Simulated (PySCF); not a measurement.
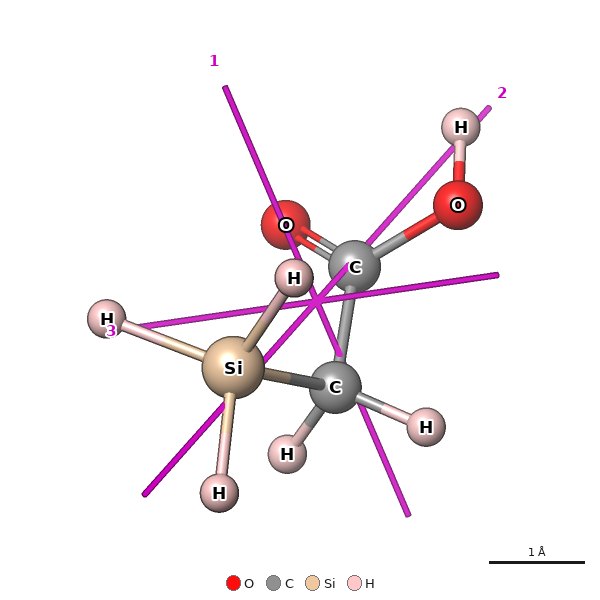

The three principal axes of inertia are drawn and numbered. Distant atoms are faded towards the background colour. Computed geometry: PBE0-D3(BJ)/def2-SVP optimisation. No frequency run is at hand to confirm it as a minimum. Masses are those of the most abundant isotopes; constants are for the rigid equilibrium geometry.

> Which line is the a axis (least moment of inertia), which b and which c?

a is line 2, b is line 3, c is line 1; the moments are 66.1, 220, 245 u Å².

> Classify the rotor and give the rotational constants (MHz).

An asymmetric top (C1): A = 7648, B = 2300, C = 2066 MHz. Ray's parameter κ is −0.92, close to the prolate limit.
